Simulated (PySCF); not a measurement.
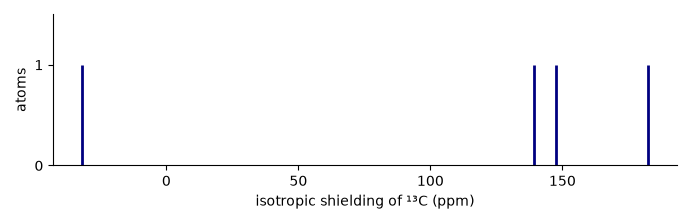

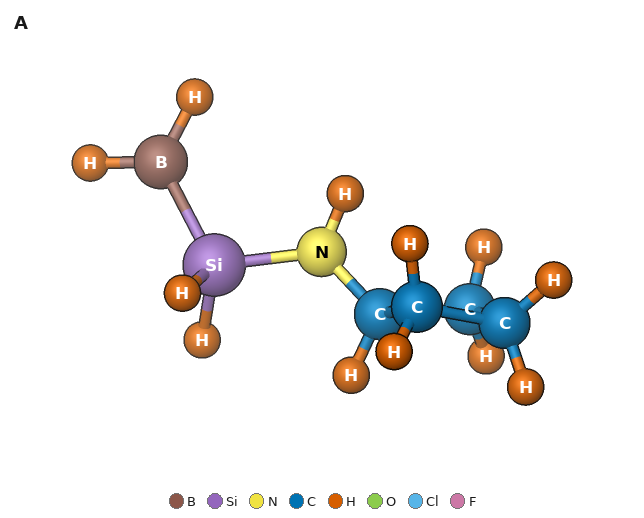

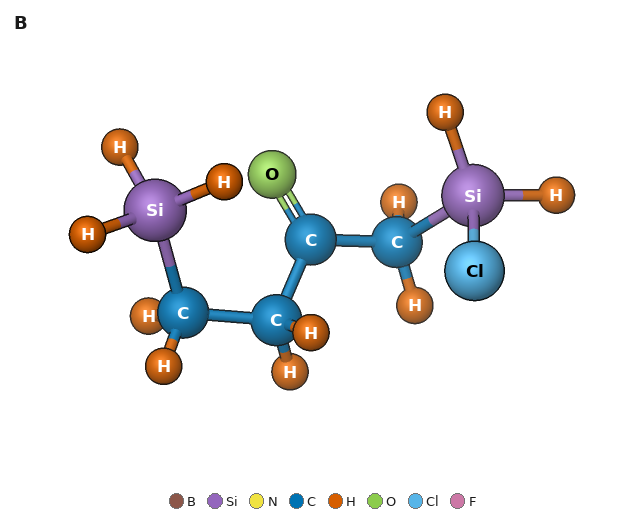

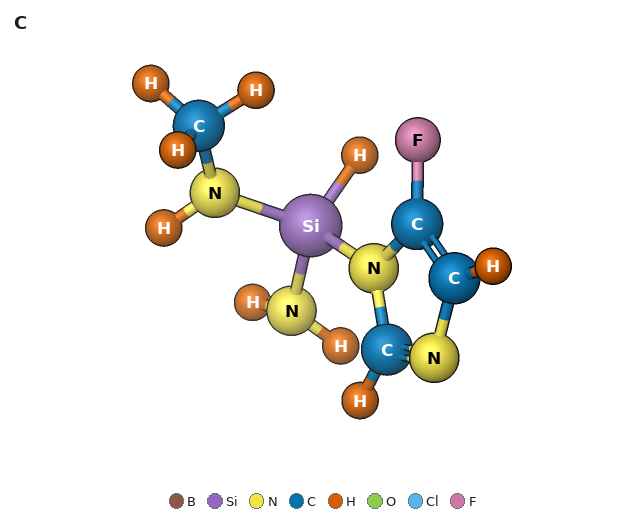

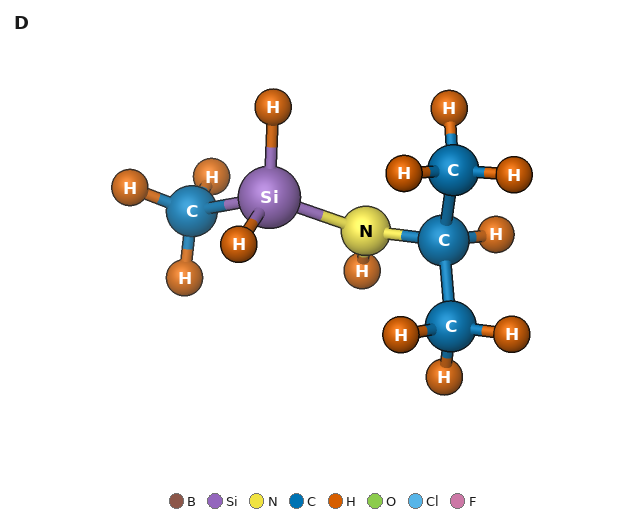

The sticks are computed shieldings of one of the molecules, for one fixed geometry (GFN2-xTB) without averaging over rotations. Low shielding means a high chemical shift. Method: GIAO PBE0/pcSseg-1 NMR shielding, non-relativistic, gas phase (PySCF 2.14.0).

### Which molecule gives this pattern?

B, `O=C(CC[SiH3])C[SiH2]Cl`. Its 4 C atoms give lines at −32.1, 139.3, 147.5, 182.5 ppm.

The geometry is semi-empirical. Around B, Si such bond lengths and angles can be off by a tenth of an ångström or more and by several degrees, and values that hang on the shape move with them.
